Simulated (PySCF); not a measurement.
# [CoBr2]+: quintet, from a bent start

Aim: relax [CoBr2]+ as a quintet from a bent start, check by its vibrations whether the end is a minimum, and collect its spectrum and constants.

Computed with PySCF 2.14.0. Level: PBE0, basis Co def2-TZVP, Br def2-TZVP, no relativity, density fitting.

### 1 The starting structure

3 atoms, charge 1, spin multiplicity 5.

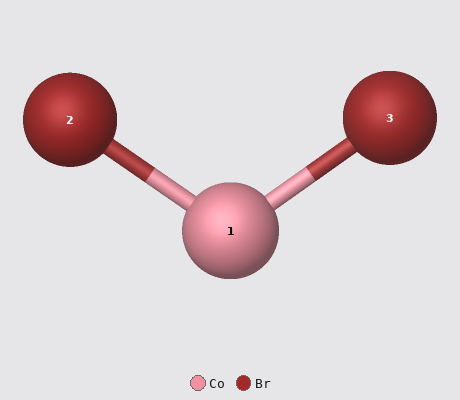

As it starts; cobalt pink, bromine red; atoms are numbered from 1 in the order of the file.

Z-matrix (Å, degrees; charge 1 multiplicity 5):
```
Co
Br 1 2.2050
Br 1 2.2050 2 110.00
```

### 2 First SCF at the start

The steps below are one call of a driver around PySCF. For each, scf.py gives the equivalent set-up of the SCF; relaxations use the driver's own optimiser. After this first run the driver tries any further starts and a stability analysis.

scf.py

```python
from pyscf import gto, scf, dft
mol = gto.M(atom='''
Co     0.000000     0.000000     0.000000
Br     1.806200     0.000000     1.264700
Br    -1.806200     0.000000     1.264700''',
    basis={'Co': 'def2-TZVP', 'Br': 'def2-TZVP'},
    charge=1, spin=4)
mf = dft.UKS(mol, xc='PBE0')
mf.grids.atom_grid = (50, 194)
aux = {'Co': 'def2-universal-JKFIT', 'Br': 'def2-universal-JKFIT'}
mf = mf.density_fit(auxbasis=aux)
mf.conv_tol = 1e-08
mf.diis_space = 10
mf.max_cycle = 60
mf.init_guess = 'minao'
mf.verbose = 4
mf.kernel()
```

The run is started by

```
$ OMP_NUM_THREADS=4 python axn.py task.json out
```

Log:

```text
init E= -6527.37011144662
[... the frontier-level lines of each cycle are left out ...]
cycle= 1 E= -6511.86069480321  delta_E= 15.5  |g|= 5.74  |ddm|= 6.84
cycle= 2 E= -6453.2609674339  delta_E= 58.6  |g|= 13.8  |ddm|= 12.4
cycle= 3 E= -6502.54325565275  delta_E= -49.3  |g|=   10  |ddm|= 7.42
cycle= 4 E= -6509.49710867411  delta_E= -6.95  |g|= 8.67  |ddm|= 1.56
cycle= 5 E= -6519.57580885922  delta_E= -10.1  |g|= 6.52  |ddm|= 3.74
cycle= 6 E= -6520.37053391823  delta_E= -0.795  |g|= 6.01  |ddm|= 0.803
cycle= 7 E= -6522.31174964505  delta_E= -1.94  |g|= 5.51  |ddm|= 1.24
cycle= 8 E= -6526.39237417428  delta_E= -4.08  |g|= 3.54  |ddm|= 1.34
cycle= 9 E= -6529.67343452115  delta_E= -3.28  |g|= 0.875  |ddm|= 1.68
cycle= 10 E= -6529.94479626745  delta_E= -0.271  |g|= 0.442  |ddm|= 0.633
cycle= 11 E= -6529.92997504885  delta_E= 0.0148  |g|= 0.459  |ddm|= 0.201
cycle= 12 E= -6529.99021740992  delta_E= -0.0602  |g|= 0.0774  |ddm|= 0.168
cycle= 13 E= -6529.99083273437  delta_E= -0.000615  |g|= 0.103  |ddm|= 0.121
cycle= 14 E= -6529.99418982005  delta_E= -0.00336  |g|= 0.0166  |ddm|= 0.0432
cycle= 15 E= -6529.99452522177  delta_E= -0.000335  |g|= 0.0102  |ddm|= 0.0323
cycle= 16 E= -6529.99472650374  delta_E= -0.000201  |g|= 0.00347  |ddm|= 0.028
cycle= 17 E= -6529.99484315593  delta_E= -0.000117  |g|= 0.00195  |ddm|= 0.0329
cycle= 18 E= -6529.99486607835  delta_E= -2.29e-05  |g|= 0.00207  |ddm|= 0.0143
cycle= 19 E= -6529.99487440952  delta_E= -8.33e-06  |g|= 0.000515  |ddm|= 0.00738
cycle= 20 E= -6529.99487670173  delta_E= -2.29e-06  |g|= 0.000294  |ddm|= 0.00436
cycle= 21 E= -6529.99487757767  delta_E= -8.76e-07  |g|= 0.000204  |ddm|= 0.00263
cycle= 22 E= -6529.99487784341  delta_E= -2.66e-07  |g|= 0.000141  |ddm|= 0.00129
cycle= 23 E= -6529.99487800807  delta_E= -1.65e-07  |g|= 0.00013  |ddm|= 0.00101
cycle= 24 E= -6529.99487810862  delta_E= -1.01e-07  |g|= 8.37e-05  |ddm|= 0.000703
cycle= 25 E= -6529.99487835949  delta_E= -2.51e-07  |g|= 4.01e-05  |ddm|= 0.00255
cycle= 26 E= -6529.99487842157  delta_E= -6.21e-08  |g|= 1.76e-05  |ddm|= 0.00166
cycle= 27 E= -6529.99487842465  delta_E= -3.08e-09  |g|= 1.54e-05  |ddm|= 0.000386
Extra cycle  E= -6529.99487842437  delta_E= 2.73e-10  |g|= 3.4e-05  |ddm|= 4.68e-05
converged SCF energy = -6529.99487842437  <S^2> = 6.0202323  2S+1 = 5.0080864
```

This step, with its further starts and checks, needed 94 s of wall time on 4 threads of Arm Neoverse V1, shared host.

The starts that the driver tried:

```csv
start,energy (Eh)
the minimal-basis guess,-6529.994878
a thermally smeared density,-6529.994878
a smeared PBE density,-6529.994878
```

No lower solution of this spin turned up from the other starts or in the test of internal stability.

### 3 Relaxation: bent start, quintet

The program finds C2v symmetry in the start, which this walk keeps.

Edit scf.py of step 2 so:

```diff
@@ -3,3 +3,3 @@
-Co     0.000000     0.000000     0.000000
-Br     1.806200     0.000000     1.264700
-Br    -1.806200     0.000000     1.264700''',
+Co     0.000000     0.000000    -0.920866
+Br     1.806200     0.000000     0.343834
+Br    -1.806200     0.000000     0.343834''',
@@ -15 +14,0 @@
-mf.init_guess = 'minao'
```

The optimiser's trace:

| step | energy (Eh) | change (kJ/mol) | largest symmetric gradient (Eh/bohr) |
| --- | --- | --- | --- |
| 0 | -6529.994878 | 0.00 | 0.01675 |
| 1 | -6529.996812 | -5.08 | 0.01232 |
| 2 | -6530.001316 | -16.90 | 0.00536 |
| 3 | -6530.003400 | -22.37 | 0.00472 |
| 4 | -6530.003958 | -23.84 | 0.01355 |
| 5 | -6530.004846 | -26.17 | 0.00633 |
| 6 | -6530.005202 | -27.10 | 0.00536 |
| 7 | -6530.006301 | -29.99 | 0.00232 |
| 8 | -6530.006594 | -30.76 | 0.00362 |
| 9 | -6530.006713 | -31.07 | 0.00130 |
| 10 | -6530.006743 | -31.15 | 0.00035 |
| 11 | -6530.006747 | -31.16 | 0.00034 |
| 12 | -6530.006749 | -31.17 | 0.00006 |

The walk took 2.5 min.

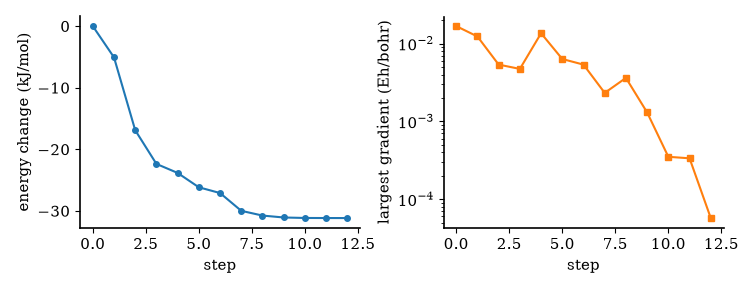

Energy and largest gradient along the walk.

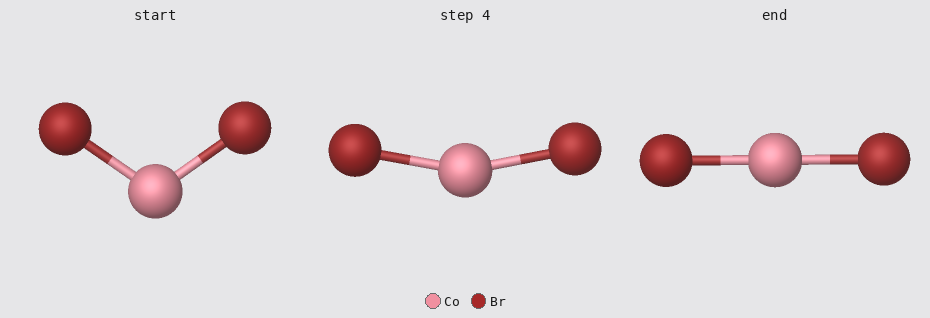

Start and end of the relaxation, with a step between.

After 12 steps and 31.2 kJ/mol it ends at D∞h: Co–Br 2.189 Å (×2); Br–Co–Br 179.8°.

### 4 Is it a minimum? Harmonic modes

The point is checked on the finer grid, and tightened if its gradient asks for it. The Hessian and the dipole derivatives come from central differences of analytic gradients, with steps of 0.02 bohr.

Edit scf.py of step 3 so:

```diff
@@ -3,3 +3,3 @@
-Co     0.000000     0.000000    -0.920866
-Br     1.806200     0.000000     0.343834
-Br    -1.806200     0.000000     0.343834''',
+Co     0.000000     0.000000    -0.000000
+Br     2.188816    -0.000000    -0.000000
+Br    -2.188816     0.000000     0.000000''',
@@ -9 +9 @@
-mf.grids.atom_grid = (50, 194)
+mf.grids.atom_grid = (75, 302)
@@ -12 +12 @@
-mf.conv_tol = 1e-08
+mf.conv_tol = 1e-10
```

The driver hands on the density of the step before, so the log starts near convergence.

Log of the central SCF (cycles and frontier levels):

```text
init E= -6530.00657957034
[... the frontier-level lines of each cycle are left out ...]
cycle= 1 E= -6530.00657956555  delta_E= 4.79e-09  |g|= 0.00013  |ddm|= 8.5e-05
cycle= 2 E= -6530.0065794561  delta_E= 1.09e-07  |g|= 0.000647  |ddm|= 0.000351
cycle= 3 E= -6530.00657956955  delta_E= -1.13e-07  |g|= 3.96e-05  |ddm|= 0.000274
cycle= 4 E= -6530.00657957062  delta_E= -1.07e-09  |g|= 6.54e-07  |ddm|= 4.48e-05
cycle= 5 E= -6530.00657957063  delta_E= -2.73e-12  |g|= 7.4e-07  |ddm|= 6.28e-07
Extra cycle  E= -6530.00657957063  delta_E= 9.09e-13  |g|= 3.37e-06  |ddm|= 1.73e-06
converged SCF energy = -6530.00657957063  <S^2> = 6.0180511  2S+1 = 5.0072152
```

The whole step took 65 s.

Geometry: D∞h; Co–Br 2.189 Å (×2); Br–Co–Br 180.0°.

Harmonic modes (main isotopes):

```csv
symmetry,ω (cm⁻¹),IR (km/mol)
πu,52,15.4
σg+,237,0.0
σu+,446,38.7
```

No imaginary mode, so this is a minimum.

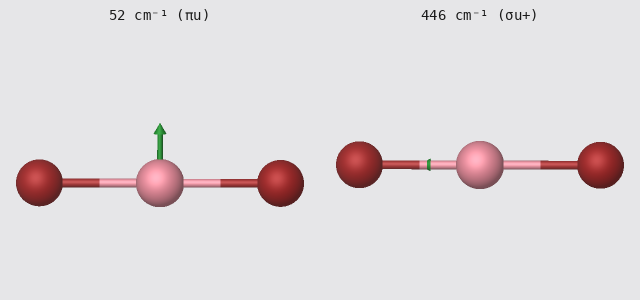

Displacements of 2 of the modes, as arrows (one member where a mode is degenerate).

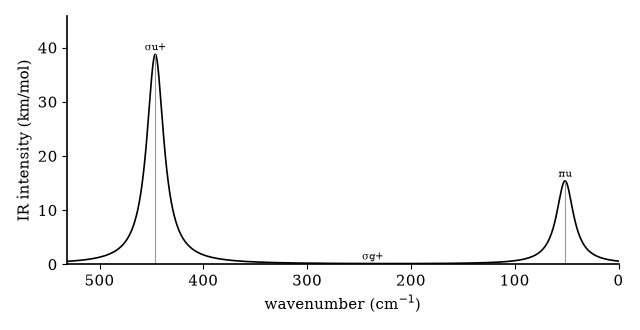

The harmonic infrared spectrum (widths in cm⁻¹). Lines are broadened to a width of 20 cm⁻¹ (Lorentzian).

Constants and moments:

| Item | Value |
| --- | --- |
| Dipole moment about the centre of mass | 0.00 D |
| Highest occupied level | -14.26 eV |
| Lowest empty level | -11.44 eV |
| Rotational constants | 0.02229 cm⁻¹ |
| Zero-point energy | 4.7 kJ/mol |
| Principal polarisabilities | 38.1, 38.1, 163.0 bohr³ |
| Principal traceless quadrupole moments about the centre of mass | -6.69, -6.69, 13.39 D Å |
| Entropy at 298.15 K and 1 bar (electronic part: spin only) | 318.7 J/(mol K) |
| Heat capacity Cp at 298.15 K | 58.8 J/(mol K) |
| Enthalpy at 298.15 K above 0 K | 15.07 kJ/mol |
| Rotational symmetry number | 2 |
| Spin squared ⟨S²⟩ | 6.018 |

Charges (e) and bond orders:

```
 atom  Mulliken  Löwdin  polar tensor  spin (Mulliken)  Mayer order to Co1
  Co1      0.78    0.11          1.09             2.85                   –
Br2,3      0.11    0.44         -0.05             0.57                1.37
```

Mulliken populations on Co1: s 6.52, p 12.39, d 7.31, f 0.00.

### 5 What came out

| quantity | value |
| --- | --- |
| minimum | quintet, D∞h |
| geometry | Co–Br 2.189 Å (×2); Br–Co–Br 180.0° |
| wavenumbers (cm⁻¹) | 52 (πu), 237 (σg+), 446 (σu+) |
| dipole moment (centre of mass) | 0.00 D |
| highest occupied, lowest empty level (either spin) | -14.26, -11.44 eV |
| polar-tensor charge of Co1 | +1.09 e |
| zero-point energy | 4.7 kJ/mol |
| entropy at 298.15 K | 318.7 J/(mol K) |
| ⟨S²⟩ | 6.018 |

**Reading.** From C2v at the start the molecule goes to a D∞h minimum. In the infrared the band at 446 cm⁻¹ (σu+) leads. Most of the spin sits on Co1 (Mulliken spin 2.85, against 4 for the whole molecule). Other starts or spin states, not run here, may lie lower. One determinant may miss the lowest occupation of an open d or f shell.

The search up to here took 5.1 min.
